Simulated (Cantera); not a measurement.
A closed system holds: 1 mol CaCO3, a varied amount of H2S, 0.75 mol CO2, at 1748 K and 0.0100 bar.

These are equilibrium values from Cantera (NASA tables, ideal gas, pure condensed phases), not measurements of a reactor. Candidate condensed phases: C, C6H6, C7H8, C8H18, Ca, CaCO3, CaO, Ca(OH)2, CaS, CaSO4, H2O, H2SO4, S; 129 gas species. The numbers say what is thermodynamically allowed, not how fast it happens.

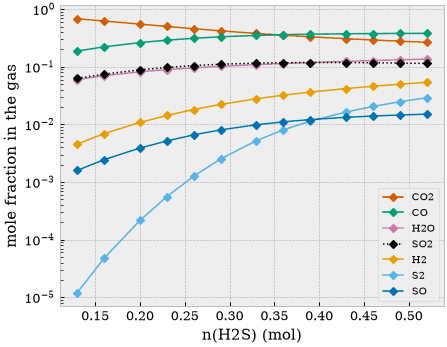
Fig. 1. Equilibrium gas composition (values under 1e-9 drawn at 1e-9)

From 0.13 mol H2S to 0.52 mol H2S the condensed part is CaO(s). The main Ca-bearing gas is Ca(OH)2 throughout.
